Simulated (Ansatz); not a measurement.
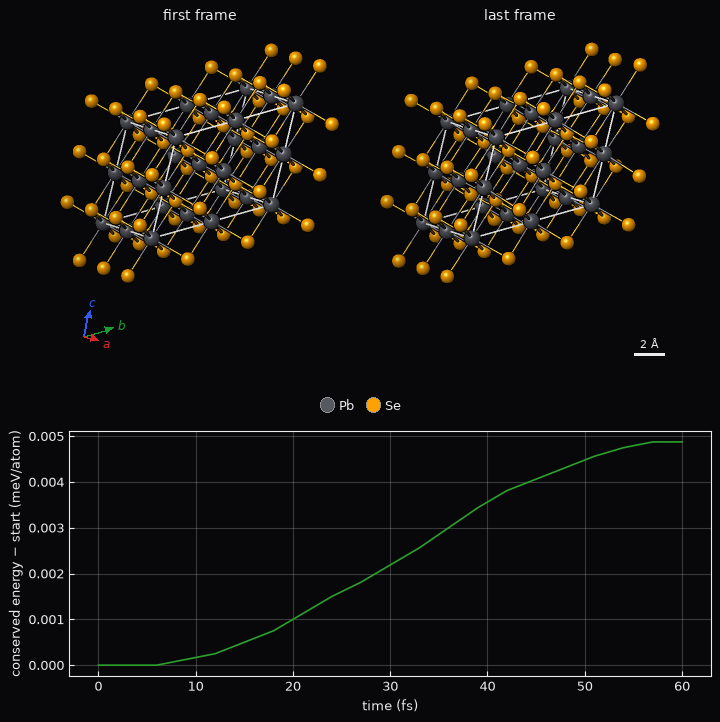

Molecular dynamics of a 16-atom cell of PbSe (built on the measured structure type), 60 fs long. A ball-and-stick model of the reduced simulation cell, seen slightly off an axis. Bonds to atoms that aren't drawn are left out. Lengths and directions refer to the drawn axes.

Computed with DFT, r2SCAN, plane waves, PAW (Ansatz 0.2.0). Run with plane-wave cutoff 500 eV; k-point mesh 2 × 2 × 2; Fermi-Dirac smearing 0.02 eV; Nosé-Hoover thermostat (NVT); set temperature 100 K; time step 3 fs.

Input
```yaml
crystal:
  lattice:
    - [0.0, 6.139378729, 6.139378729]
    - [6.139378729, 0.0, 6.139378729]
    - [6.139378729, 6.139378729, 0.0]
  atoms:
    - { symbol: Pb, position: [0.0, 0.0, 0.0] }
    - { symbol: Se, position: [0.25, 0.25, 0.25] }
    - { symbol: Pb, position: [0.0, 0.0, 0.5] }
    - { symbol: Se, position: [0.25, 0.25, 0.75] }
    - { symbol: Pb, position: [0.0, 0.5, 0.0] }
    - { symbol: Se, position: [0.25, 0.75, 0.25] }
    - { symbol: Pb, position: [0.0, 0.5, 0.5] }
    - { symbol: Se, position: [0.25, 0.75, 0.75] }
    - { symbol: Pb, position: [0.5, 0.0, 0.0] }
    - { symbol: Se, position: [0.75, 0.25, 0.25] }
    - { symbol: Pb, position: [0.5, 0.0, 0.5] }
    - { symbol: Se, position: [0.75, 0.25, 0.75] }
    - { symbol: Pb, position: [0.5, 0.5, 0.0] }
    - { symbol: Se, position: [0.75, 0.75, 0.25] }
    - { symbol: Pb, position: [0.5, 0.5, 0.5] }
    - { symbol: Se, position: [0.75, 0.75, 0.75] }
kpoints:
  mp_grid: { grid: [2, 2, 2] }
hamiltonian:
  xc: r2scan
scf:
  occupations: { method: fermi_dirac, width: 0.02 }
md:
  ensemble: nvt_nose_hoover
  temperature: 100
  timestep: 3.0
  n_steps: 20
  initial_velocities: maxwell_boltzmann
  seed: 6990
```

Command:
```bash
ansatz run input.yaml --threads 4 --pin off --max-ram 3686MiB --backend cpu --events-out ev --progress --plain --runs-dir out
```

Question: How well is the energy conserved, and can the run be trusted?

Answer: The conserved quantity stays between 0 and 0.0049 meV per atom of its start. A straight-line fit has a slope that amounts to +0.0059 meV per atom over 60 fs (under 0.1 % of the mean kinetic energy), its mean offset in the second half is under 0.1 %, and the ripple about the line is under 0.1 % of the kinetic energy's fluctuation. With a drift under 2 % and a ripple under 7 %, the integration is accurate. The mean temperature in the second half is 68 K (standard deviation 8 K). That is still far from the set 100 K: the thermostat hasn't settled it within this run. The temperature is still falling (90 K in the second quarter, 60 K in the last), so the run isn't equilibrated. The potential energy in the second half lies on average 4.1 meV per atom above the first frame.

The run took 4.3 min on 4 threads of Arm Neoverse V2, on a shared host, peak memory 2.9 GiB.
